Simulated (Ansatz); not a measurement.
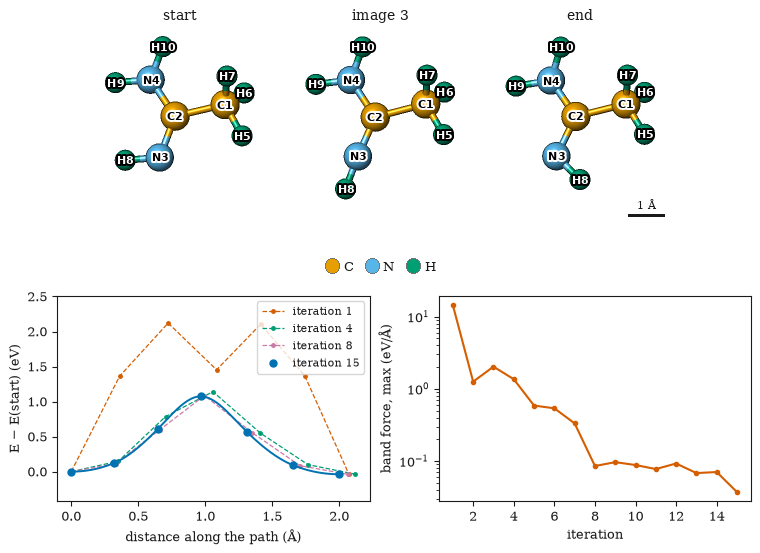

A search for the minimum-energy path of C₂H₆N₂ by the nudged elastic band. Images are numbered from 0 (start) to 6 (end). The plot follows the band through its iterations. The picture is a ball-and-stick view, seen at a tilt.

Theory: RKS PBE0-D4/def2-SVP in Ansatz. Settings: 5 movable images; climbing image; force threshold 0.05 eV/Å; iteration limit 60; starting path through a guess of the saddle point.

Q: Did the band converge, and can the barrier be trusted?

A: The result is final at these settings. The band converged in 15 iterations. The largest component of the band force went from 14 to 0.037 eV/Å. The climbing image converged on the top of the path. Its vibrational analysis gives one imaginary mode (1077i cm⁻¹), as a transition state must have. The first iteration put the highest image at 2.12 eV. The energy climbs by 1.07 eV to image 3 and then falls by 1.11 eV, so the end point sits at −0.04 eV.

The run took 2.9 min on 1 thread of Arm Neoverse V2, on a shared host, peak memory 0.27 GiB.
